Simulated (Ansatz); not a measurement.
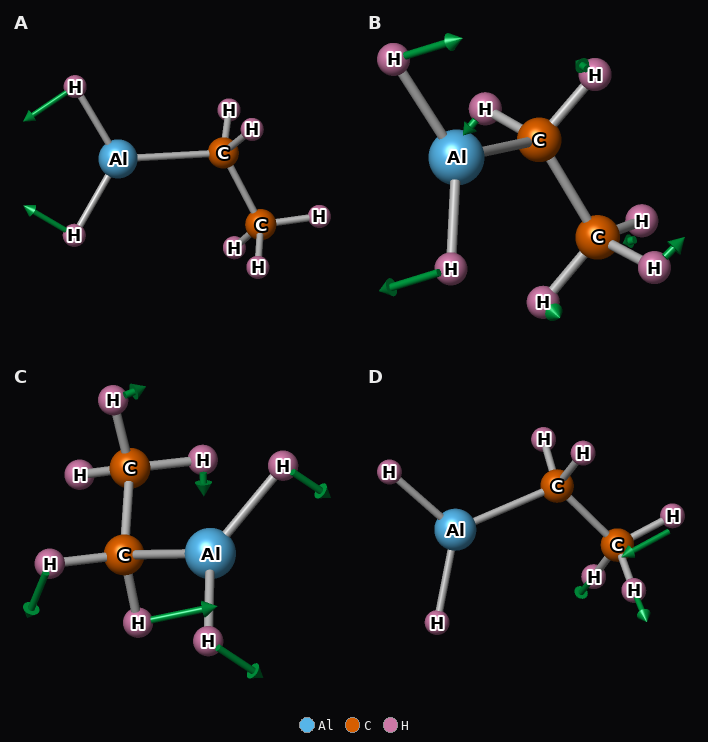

4 normal modes of one molecule or complex, as arrows. Harmonic vibrations computed with RKS PBE0-D4/def2-TZVP (Ansatz 0.2.0) at a stationary point of the same level.

Question: Match the panels to the wavenumbers 71 cm⁻¹, 451 cm⁻¹, 791 cm⁻¹, 3097 cm⁻¹.

Answer: A: 791 cm⁻¹, H–Al–H bending
B: 71 cm⁻¹, a torsion or out-of-plane motion in which bond lengths and bond angles hardly change
C: 451 cm⁻¹
D: 3097 cm⁻¹, out-of-phase stretching of 3 C–H bonds
